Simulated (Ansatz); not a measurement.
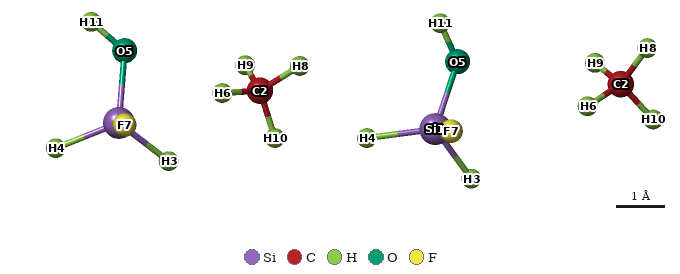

Two geometries of CH7FOSi, drawn at one scale. One is the start of a relaxation, the other its converged end. The picture is a ball-and-stick view, seen at a tilt.

The calculation used RHF/def2-SVP (Ansatz 0.2.0). Set-up: no spin polarisation; force threshold 0.03 eV/Å; at most 50 steps.

Which one is relaxed?

Answer. The right one is the relaxed one. The run prepares an end point of a later path (reaction) calculation, from a guessed geometry. The largest moves after the best rigid fit, 0.90 Å, are those of H3 and H10. By element the largest moves are H 0.90 Å, Si 0.54 Å, C 0.49 Å, F 0.37 Å, O 0.35 Å. Some distances before and after: Si1–F7 1.643 → 1.610 Å, C2–H6 1.079 → 1.090 Å, Si1–H3 1.457 → 1.464 Å. Over 16 accepted moves (19 points after the start) the energy falls by 0.218 eV. Largest force component: 0.97 eV/Å at the start, 0.018 eV/Å at the end. The line search rejected the trial steps at points 5, 8, 9 of the run. The forces were under the threshold at step 14, but the run went on from there. Cost: 23 s on 2 threads of Arm Neoverse V1, with other jobs on the host, peak memory 0.17 GiB.
